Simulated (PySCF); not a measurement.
**CH₃FOSi: NMR shifts at several levels of theory**

How much do the NMR shifts of CH₃FOSi (`O=C[SiH2]F`) depend on the level of theory, and what does each level cost?

Programs: PySCF 2.14.0, with density-fitted response routines of our own. Each step states its level of theory. These are calculated values for one molecule in the gas phase, unless marked as measured. Atoms are numbered from 0 throughout.

## 1. The molecule as given

7 atoms, charge 0, multiplicity 1; geometry from: GFN2-xTB.

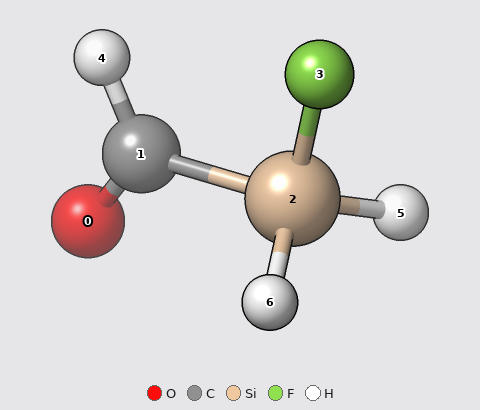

As it starts; oxygen red, carbon grey, silicon light orange, fluorine green, hydrogen white, atoms numbered.

## 2. Relaxing the molecule at PBE0-D3(BJ)/def2-SVP

What the job is given:

```
{"job": {"xc": "PBE0", "basis": "def2-SVP", "d3": "d3bj", "grid": 1, "kind": "geom"}, "charge": 0, "multiplicity": 1}
O      1.929237    -0.817581    -0.213883
C      1.120079     0.072897    -0.170343
Si    -0.760549    -0.165349     0.119313
F     -1.330605     1.340380     0.072143
H      1.465766     1.123326    -0.305844
H     -1.036030    -0.670690     1.451386
H     -1.384566    -0.878080    -0.979851
```

Standard output:

```text
step   0  E = -503.88650836  max force = 0.012983
step   1  E = -503.88924508  max force = 0.003597
step   2  E = -503.88938742  max force = 0.005886
step   3  E = -503.88955776  max force = 0.001438
step   4  E = -503.88961851  max force = 0.000406
step   5  E = -503.88964956  max force = 0.000377
step   6  E = -503.88965614  max force = 0.000165
optimisation converged
```

Run time: 11 s. Hardware: 1 thread, shared host.

Relaxation path:

```csv
step,energy from step 0 (eV),largest force component (eV/Å)
0,0.0000,0.6676
1,-0.0745,0.1850
2,-0.0783,0.3027
3,-0.0830,0.0739
4,-0.0846,0.0209
5,-0.0855,0.0194
6,-0.0857,0.0085
```

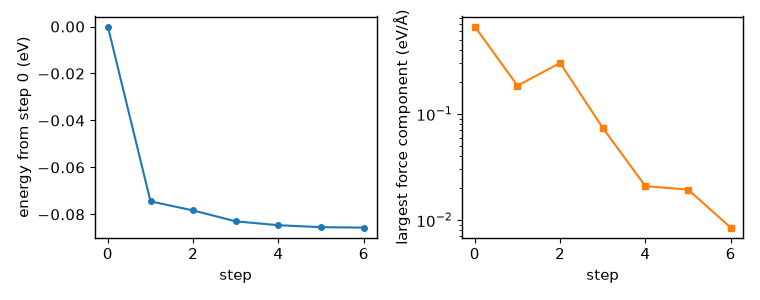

Energy and largest force along the relaxation.

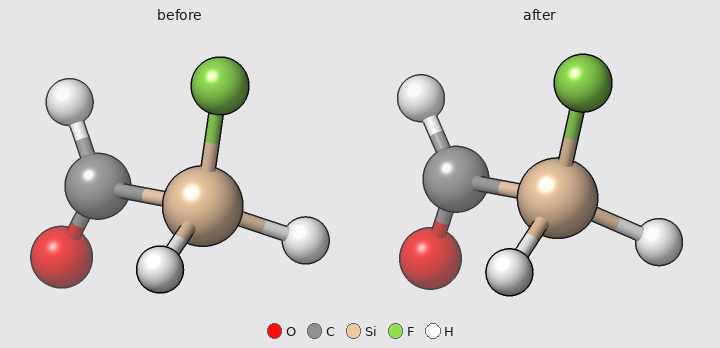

Before and after, at one scale.

Distances of close pairs at the start and the end, largest changes first:

```
  bond  before (Å)  after (Å)  change (Å)
Si2–H6       1.451      1.487      +0.036
Si2–H5       1.451      1.487      +0.036
Si2–F3       1.611      1.627      +0.016
 C1–H4       1.114      1.125      +0.011
 O0–C1       1.204      1.207      +0.003
C1–Si2       1.918      1.921      +0.003
```

The next job starts from the end point, and lists it.

```csv
at the end point,value
point group (found at 0.08 Å tolerance),Cs
"rotational constants (GHz, main isotopes)","20.770, 3.101, 2.790"
dipole moment (D),0.73
```

## 3. NMR shieldings: PBE0/cc-pVDZ

What the job is given:

```
{"job": {"kind": "nmr", "xc": "PBE0", "basis": "cc-pVDZ", "pop": true}, "charge": 0, "multiplicity": 1}
O      1.853537    -0.913813    -0.085297
C      1.171393     0.081983    -0.111632
Si    -0.721991    -0.141287     0.121352
F     -1.468738     1.303256     0.074046
H      1.639319     1.093272    -0.267486
H     -0.959539    -0.766376     1.449201
H     -1.231949    -0.987766    -0.989764
```

With the program's defaults for keys left out, this is: GIAO PBE0/cc-pVDZ NMR shielding, non-relativistic, gas phase.

Standard output:

```text
coarse grid: 6744 points
cycle   1  E = -503.9911740655  dE =  3.787e-01  |g| = 8.782e-01  |ddm| = 4.758e+00
cycle   2  E = -503.4671050327  dE =  5.241e-01  |g| = 1.839e+00  |ddm| = 3.163e+00
cycle   3  E = -504.1364237351  dE = -6.693e-01  |g| = 1.754e-01  |ddm| = 2.117e+00
cycle   4  E = -504.1408097837  dE = -4.386e-03  |g| = 9.517e-02  |ddm| = 3.015e-01
cycle   5  E = -504.1423528815  dE = -1.543e-03  |g| = 1.074e-02  |ddm| = 1.083e-01
cycle   6  E = -504.1423767155  dE = -2.383e-05  |g| = 3.903e-03  |ddm| = 2.150e-02
cycle   7  E = -504.1423803028  dE = -3.587e-06  |g| = 9.275e-04  |ddm| = 6.757e-03
final grid: 62064 points
cycle   8  E = -504.1472323069  dE =  3.227e-06  |g| = 8.857e-03  |ddm| = 2.692e-02
cycle   9  E = -504.1471792754  dE =  5.303e-05  |g| = 1.867e-02  |ddm| = 2.902e-02
cycle  10  E = -504.1472476586  dE = -6.838e-05  |g| = 6.581e-04  |ddm| = 1.976e-02
cycle  11  E = -504.1472477688  dE = -1.101e-07  |g| = 5.990e-05  |ddm| = 1.300e-03
cycle  12  E = -504.1472477696  dE = -8.104e-10  |g| = 3.486e-05  |ddm| = 1.325e-04
cycle  13  E = -504.1472477698  dE = -1.851e-10  |g| = 1.107e-05  |ddm| = 4.949e-05
converged SCF energy = -504.1472477698

GIAO shielding tensors (ppm)
atom      isotropic    diamagn.    paramagn.     s11        s22        s33       span
  0 O     -551.790     397.045    -948.835  -1594.401   -500.319    439.350   2033.751
  1 C      -38.090     251.601    -289.691   -153.850    -66.690    106.271    260.122
  2 Si     447.723     881.195    -433.472    381.455    429.985    531.728    150.274
  3 F      405.697     466.088     -60.391    390.930    404.353    421.807     30.876
  4 H       19.053      28.180      -9.127     12.779     20.931     23.449     10.670
  5 H       26.639      29.015      -2.377     23.370     25.767     30.779      7.409
  6 H       26.636      29.053      -2.417     23.375     25.771     30.763      7.388
```

Wall time 4.2 s (1 thread, shared host).

Shifts follow as δ = σ(reference) − σ, with reference shieldings (ppm) from runs at the same level and on the same kind of geometry: 1H TMS 31.29, 13C TMS 196.8, 29Si TMS 418.6, 19F CFCl3 200.9, 17O H2O 343.3. The references are single molecules in the gas phase, so shifts against H2O, NH3, PH3, H3PO4 or CFCl3 are not on the usual liquid scales and can be off by tens of ppm. Atoms listed in one row are averaged.

```csv
atoms,environment,σ (ppm),δ (ppm)
C1,carbonyl carbon,-38.1,234.8
H4,hydrogen on a carbonyl carbon,19.05,12.24
"H5, H6","hydrogen on a silicon bonded to C, F",26.64,4.65
O0,carbonyl oxygen,-551.8,895.1
Si2,"silicon bonded to C, F, 2 H",447.7,-29.1
F3,fluorine bonded to Si,405.7,-204.8
```

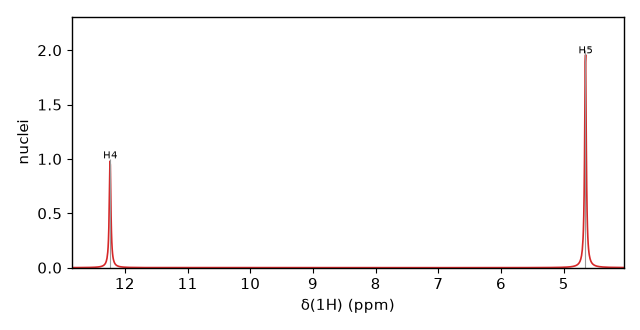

1H lines at the computed shifts, without couplings. Lines are broadened to a width of 0.03 ppm (Lorentzian).

Charges from the same density, by scheme (e):

```
atoms  Mulliken    IAO  Hirshfeld  ESP fit
   O0     -0.19  -0.33      -0.18    -0.35
   C1      0.01  -0.01       0.05     0.26
  Si2      0.58   1.00       0.42     0.46
   F3     -0.33  -0.52      -0.20    -0.27
```

Mulliken charges:

```
atom  value (e)
  O0      -0.19
  C1       0.01
 Si2       0.58
  F3      -0.33
  H4       0.04
  H5      -0.05
  H6      -0.06
```

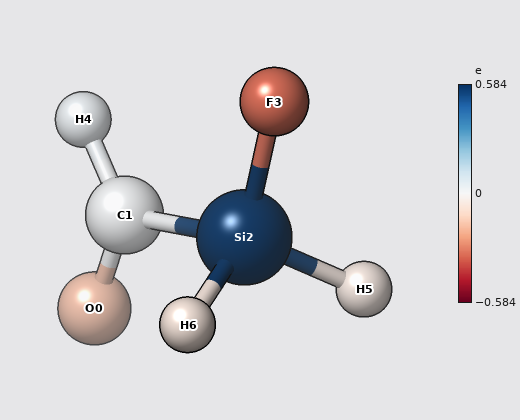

Mulliken charges, as colours on the atoms.

Mayer bond orders: O0–C1 2.10, C1–Si2 0.92, Si2–F3 1.08.

## 4. NMR shieldings: PBE0/cc-pVTZ

Settings changed since step 3:

```diff
@@ -1,2 +1,2 @@
-{"job": {"kind": "nmr", "xc": "PBE0", "basis": "cc-pVDZ", "pop": true}, "charge": 0, "multiplicity": 1}
+{"job": {"kind": "nmr", "xc": "PBE0", "basis": "cc-pVTZ", "pop": true}, "charge": 0, "multiplicity": 1}
 O      1.853537    -0.913813    -0.085297
```

With the program's defaults for keys left out, this is: GIAO PBE0/cc-pVTZ NMR shielding, non-relativistic, gas phase.

Standard output:

```text
coarse grid: 6744 points
cycle   1  E = -504.0977634810  dE =  3.330e-01  |g| = 8.822e-01  |ddm| = 4.862e+00
cycle   2  E = -503.5759189445  dE =  5.218e-01  |g| = 1.879e+00  |ddm| = 2.690e+00
cycle   3  E = -504.2343696242  dE = -6.585e-01  |g| = 1.825e-01  |ddm| = 1.892e+00
cycle   4  E = -504.2386477994  dE = -4.278e-03  |g| = 1.011e-01  |ddm| = 2.689e-01
cycle   5  E = -504.2401907564  dE = -1.543e-03  |g| = 1.220e-02  |ddm| = 9.686e-02
cycle   6  E = -504.2402181032  dE = -2.735e-05  |g| = 4.128e-03  |ddm| = 1.914e-02
cycle   7  E = -504.2402218647  dE = -3.762e-06  |g| = 9.981e-04  |ddm| = 6.555e-03
final grid: 62064 points
cycle   8  E = -504.2406484182  dE = -9.386e-06  |g| = 1.046e-02  |ddm| = 3.980e-02
cycle   9  E = -504.2405792225  dE =  6.920e-05  |g| = 2.206e-02  |ddm| = 3.119e-02
cycle  10  E = -504.2406675234  dE = -8.830e-05  |g| = 8.594e-04  |ddm| = 2.154e-02
cycle  11  E = -504.2406676829  dE = -1.595e-07  |g| = 1.464e-04  |ddm| = 1.410e-03
cycle  12  E = -504.2406676878  dE = -4.907e-09  |g| = 3.178e-05  |ddm| = 2.470e-04
cycle  13  E = -504.2406676881  dE = -2.568e-10  |g| = 6.907e-06  |ddm| = 5.670e-05
converged SCF energy = -504.2406676881

GIAO shielding tensors (ppm)
atom      isotropic    diamagn.    paramagn.     s11        s22        s33       span
  0 O     -583.127     399.708    -982.834  -1644.120   -542.572    437.312   2081.433
  1 C      -57.531     245.035    -302.566   -176.656    -87.981     92.044    268.700
  2 Si     392.795     883.796    -491.001    319.773    378.315    480.298    160.525
  3 F      394.293     464.521     -70.229    374.078    401.799    407.001     32.923
  4 H       18.853      28.232      -9.379     12.562     20.897     23.099     10.537
  5 H       26.525      28.682      -2.157     23.527     25.710     30.338      6.811
  6 H       26.522      28.724      -2.202     23.527     25.717     30.321      6.794
```

Wall time 9.8 s (1 thread, shared host).

This run: δ C1 244.8, O0 918.0, Si2 -32.8, F3 -211.7, H4 12.44, H5 4.77 ppm (means over like atoms).

## 5. Nuclear shieldings: PBE0/aug-cc-pVDZ

Settings changed since step 4:

```diff
@@ -1,2 +1,2 @@
-{"job": {"kind": "nmr", "xc": "PBE0", "basis": "cc-pVTZ", "pop": true}, "charge": 0, "multiplicity": 1}
+{"job": {"kind": "nmr", "xc": "PBE0", "basis": "aug-cc-pVDZ", "pop": true}, "charge": 0, "multiplicity": 1}
 O      1.853537    -0.913813    -0.085297
```

Level: GIAO PBE0/aug-cc-pVDZ NMR shielding, non-relativistic, gas phase.

Standard output:

```text
coarse grid: 6744 points
cycle   1  E = -504.0342133554  dE =  3.568e-01  |g| = 8.178e-01  |ddm| = 5.270e+00
cycle   2  E = -503.5415649976  dE =  4.926e-01  |g| = 1.773e+00  |ddm| = 2.756e+00
cycle   3  E = -504.1621729377  dE = -6.206e-01  |g| = 1.607e-01  |ddm| = 1.878e+00
cycle   4  E = -504.1656240352  dE = -3.451e-03  |g| = 9.021e-02  |ddm| = 2.730e-01
cycle   5  E = -504.1670059223  dE = -1.382e-03  |g| = 9.253e-03  |ddm| = 1.054e-01
cycle   6  E = -504.1670228507  dE = -1.693e-05  |g| = 3.324e-03  |ddm| = 2.098e-02
cycle   7  E = -504.1670254740  dE = -2.623e-06  |g| = 9.095e-04  |ddm| = 5.974e-03
final grid: 62064 points
cycle   8  E = -504.1719319559  dE =  1.804e-06  |g| = 8.807e-03  |ddm| = 4.527e-02
cycle   9  E = -504.1718784161  dE =  5.354e-05  |g| = 1.876e-02  |ddm| = 2.862e-02
cycle  10  E = -504.1719470054  dE = -6.859e-05  |g| = 7.673e-04  |ddm| = 1.918e-02
cycle  11  E = -504.1719471541  dE = -1.487e-07  |g| = 6.635e-05  |ddm| = 1.432e-03
cycle  12  E = -504.1719471551  dE = -1.024e-09  |g| = 3.549e-05  |ddm| = 1.628e-04
cycle  13  E = -504.1719471553  dE = -1.905e-10  |g| = 1.382e-05  |ddm| = 5.513e-05
converged SCF energy = -504.1719471553

GIAO shielding tensors (ppm)
atom      isotropic    diamagn.    paramagn.     s11        s22        s33       span
  0 O     -519.415     388.394    -907.809  -1516.107   -476.444    434.306   1950.413
  1 C      -43.627     238.552    -282.179   -161.007    -73.909    104.034    265.041
  2 Si     448.062     886.077    -438.015    380.136    426.974    537.076    156.940
  3 F      412.352     472.472     -60.120    401.534    407.092    428.430     26.896
  4 H       18.714      29.160     -10.446     12.457     20.794     22.892     10.435
  5 H       26.374      26.965      -0.591     23.161     25.550     30.410      7.249
  6 H       26.371      27.012      -0.641     23.163     25.556     30.395      7.232
```

It took 6.8 s on 1 thread, shared host.

In short: δ C1 238.7, O0 855.3, Si2 -31.3, F3 -218.2, H4 12.68, H5 5.02 ppm (means over like atoms).

## 6. Nuclear shieldings: PBE0/IGLO-III

Settings changed since step 5:

```diff
@@ -1,2 +1,2 @@
-{"job": {"kind": "nmr", "xc": "PBE0", "basis": "aug-cc-pVDZ", "pop": true}, "charge": 0, "multiplicity": 1}
+{"job": {"kind": "nmr", "xc": "PBE0", "basis": "IGLO-III", "pop": true}, "charge": 0, "multiplicity": 1}
 O      1.853537    -0.913813    -0.085297
```

Method: GIAO PBE0/IGLO-III NMR shielding, non-relativistic, gas phase.

Standard output:

```text
coarse grid: 6744 points
cycle   1  E = -504.1044921552  dE =  3.191e-01  |g| = 8.923e-01  |ddm| = 1.847e+00
cycle   2  E = -503.5611141732  dE =  5.434e-01  |g| = 1.914e+00  |ddm| = 1.422e+00
cycle   3  E = -504.2421228057  dE = -6.810e-01  |g| = 1.878e-01  |ddm| = 1.148e+00
cycle   4  E = -504.2464080861  dE = -4.285e-03  |g| = 1.077e-01  |ddm| = 1.035e-01
cycle   5  E = -504.2481557885  dE = -1.748e-03  |g| = 1.246e-02  |ddm| = 4.217e-02
cycle   6  E = -504.2481796798  dE = -2.389e-05  |g| = 3.955e-03  |ddm| = 6.856e-03
cycle   7  E = -504.2481830276  dE = -3.348e-06  |g| = 1.084e-03  |ddm| = 3.667e-03
final grid: 62064 points
cycle   8  E = -504.2560204741  dE = -3.858e-05  |g| = 9.692e-03  |ddm| = 2.434e-02
cycle   9  E = -504.2559630539  dE =  5.742e-05  |g| = 2.013e-02  |ddm| = 1.061e-02
cycle  10  E = -504.2560363098  dE = -7.326e-05  |g| = 1.116e-03  |ddm| = 7.915e-03
cycle  11  E = -504.2560365444  dE = -2.346e-07  |g| = 2.535e-04  |ddm| = 8.907e-04
cycle  12  E = -504.2560365589  dE = -1.447e-08  |g| = 5.015e-05  |ddm| = 1.990e-04
cycle  13  E = -504.2560365593  dE = -4.037e-10  |g| = 1.838e-05  |ddm| = 2.941e-05
converged SCF energy = -504.2560365593

GIAO shielding tensors (ppm)
atom      isotropic    diamagn.    paramagn.     s11        s22        s33       span
  0 O     -595.884     394.558    -990.442  -1670.227   -554.385    436.959   2107.186
  1 C      -70.094     249.154    -319.248   -196.876   -100.632     87.224    284.101
  2 Si     387.181     883.912    -496.730    313.365    373.514    474.665    161.300
  3 F      393.368     471.695     -78.327    376.054    399.656    404.394     28.340
  4 H       18.890      26.921      -8.031     12.709     20.942     23.019     10.310
  5 H       26.378      28.731      -2.353     23.430     25.513     30.193      6.763
  6 H       26.375      28.748      -2.373     23.430     25.519     30.177      6.747
```

It took 10 s on 1 thread, shared host.

Key values: δ C1 253.9, O0 923.1, Si2 -41.8, F3 -218.7, H4 12.48, H5 5.00 ppm (means over like atoms).

## 7. Nuclear shieldings: PBE0/pcSseg-0

Settings changed since step 6:

```diff
@@ -1,2 +1,2 @@
-{"job": {"kind": "nmr", "xc": "PBE0", "basis": "IGLO-III", "pop": true}, "charge": 0, "multiplicity": 1}
+{"job": {"kind": "nmr", "xc": "PBE0", "basis": "pcSseg-0", "pop": true}, "charge": 0, "multiplicity": 1}
 O      1.853537    -0.913813    -0.085297
```

With the program's defaults for keys left out, this is: GIAO PBE0/pcSseg-0 NMR shielding, non-relativistic, gas phase.

Standard output:

```text
coarse grid: 6744 points
cycle   1  E = -503.1391863128  dE =  3.594e-01  |g| = 8.469e-01  |ddm| = 2.739e+00
cycle   2  E = -502.6636441379  dE =  4.755e-01  |g| = 1.781e+00  |ddm| = 2.543e+00
cycle   3  E = -503.2821636232  dE = -6.185e-01  |g| = 1.694e-01  |ddm| = 1.753e+00
cycle   4  E = -503.2863136187  dE = -4.150e-03  |g| = 7.614e-02  |ddm| = 2.127e-01
cycle   5  E = -503.2872581616  dE = -9.445e-04  |g| = 1.136e-02  |ddm| = 7.028e-02
cycle   6  E = -503.2872846161  dE = -2.645e-05  |g| = 3.664e-03  |ddm| = 1.200e-02
cycle   7  E = -503.2872874054  dE = -2.789e-06  |g| = 8.110e-04  |ddm| = 4.952e-03
final grid: 62064 points
cycle   8  E = -503.2780887349  dE = -4.892e-06  |g| = 5.953e-03  |ddm| = 1.089e-02
cycle   9  E = -503.2780679156  dE =  2.082e-05  |g| = 1.200e-02  |ddm| = 1.266e-02
cycle  10  E = -503.2780952377  dE = -2.732e-05  |g| = 9.029e-04  |ddm| = 9.103e-03
cycle  11  E = -503.2780953750  dE = -1.373e-07  |g| = 1.234e-04  |ddm| = 8.721e-04
cycle  12  E = -503.2780953774  dE = -2.420e-09  |g| = 4.805e-05  |ddm| = 2.024e-04
cycle  13  E = -503.2780953779  dE = -5.109e-10  |g| = 7.255e-06  |ddm| = 6.029e-05
converged SCF energy = -503.2780953779

GIAO shielding tensors (ppm)
atom      isotropic    diamagn.    paramagn.     s11        s22        s33       span
  0 O     -742.572     397.955   -1140.527  -2045.643   -641.018    458.946   2504.589
  1 C      -63.942     261.733    -325.675   -180.111   -107.698     95.983    276.095
  2 Si     380.235     875.119    -494.884    302.264    345.913    492.530    190.266
  3 F      449.117     471.717     -22.600    399.278    417.992    530.081    130.803
  4 H       20.141      28.583      -8.442     12.857     22.879     24.687     11.830
  5 H       27.003      27.548      -0.545     23.199     25.673     32.136      8.937
  6 H       27.001      27.550      -0.550     23.199     25.663     32.140      8.940
```

It took 2.7 s on 1 thread, shared host.

In short: δ C1 257.5, O0 1080.4, Si2 -31.7, F3 -270.7, H4 12.69, H5 5.83 ppm (means over like atoms).

## 8. Run by run: NMR shifts

Shifts (ppm), means over like atoms, with basis size and wall time:

| run | C1 | H4 | H5 | O0 | Si2 | F3 | functions | time |
| --- | --- | --- | --- | --- | --- | --- | --- | --- |
| PBE0/cc-pVDZ | 234.8 | 12.24 | 4.65 | 895.1 | -29.1 | -204.8 | 75 | 4.2 s |
| PBE0/cc-pVTZ | 244.8 | 12.44 | 4.77 | 918.0 | -32.8 | -211.7 | 166 | 9.8 s |
| PBE0/aug-cc-pVDZ | 238.7 | 12.68 | 5.02 | 855.3 | -31.3 | -218.2 | 123 | 6.8 s |
| PBE0/IGLO-III | 253.9 | 12.48 | 5.00 | 923.1 | -41.8 | -218.7 | 179 | 10 s |
| PBE0/pcSseg-0 | 257.5 | 12.69 | 5.83 | 1080.4 | -31.7 | -270.7 | 46 | 2.7 s |

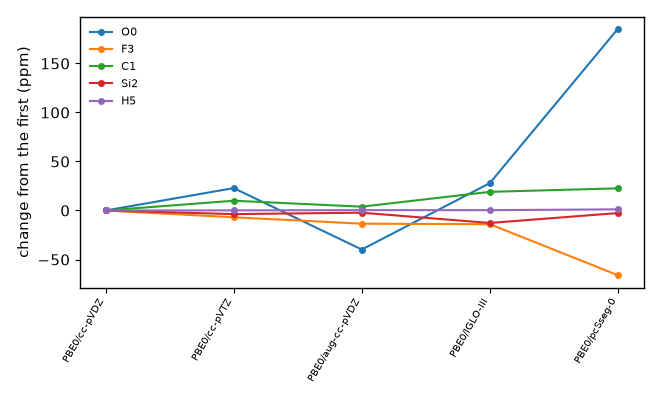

How five of the tabulated atoms move from run to run.

## 9. Results

| quantity | value |
| --- | --- |
| point group | Cs |
| rotational constants (main isotopes) | 20.77, 3.10, 2.79 GHz |
| 13C shifts against TMS (PBE0/cc-pVDZ) | 234.8 ppm |
| 1H shifts against TMS (PBE0/cc-pVDZ, means over atoms taken as alike) | 12.24, 4.65 ppm |
| 17O shifts against H2O (PBE0/cc-pVDZ) | 895.1 ppm |
| 29Si shifts against TMS (PBE0/cc-pVDZ) | -29.1 ppm |
| 19F shifts against CFCl3 (PBE0/cc-pVDZ) | -204.8 ppm |
| range of the shift of O0 | 855.3 to 1080.4 ppm |

In words: Single values in the summary come from the first run of each kind that ended normally (PBE0/cc-pVDZ), which need not be the best level. Relaxing lowered the energy by 0.086 eV in 6 steps; the close pair that moved most is Si2–H6, from 1.451 to 1.487 Å. At PBE0/cc-pVDZ: The largest span, 2034 ppm, is at O0, where the paramagnetic term is -949 ppm. Across the 5 runs the shift of O0 moves most, between 855.3 (PBE0/aug-cc-pVDZ) and 1080.4 ppm (PBE0/pcSseg-0).
